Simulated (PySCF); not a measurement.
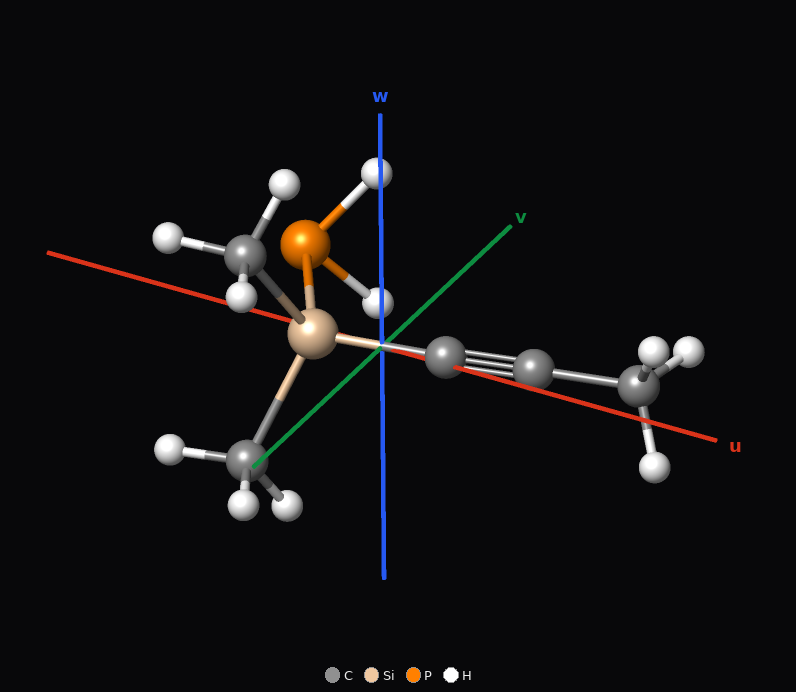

The lines u, v and w are the principal axes of the static dipole polarisability. The computed structure is the end point of a GFN2-xTB optimisation. No frequency run is at hand to confirm it as a minimum. Method: CAM-B3LYP/def2-SVPD (PySCF 2.14.0).

> Along which axis is the molecule most polarisable, and along which least?

Most along u, least along w.

> Give the three principal values.

u 139.4, v 107.6, w 97.3 bohr³; mean 114.8, anisotropy 38.0 bohr³.

The geometry is semi-empirical. Around P, Si such bond lengths and angles can be off by a tenth of an ångström or more and by several degrees, and values that hang on the shape move with them.
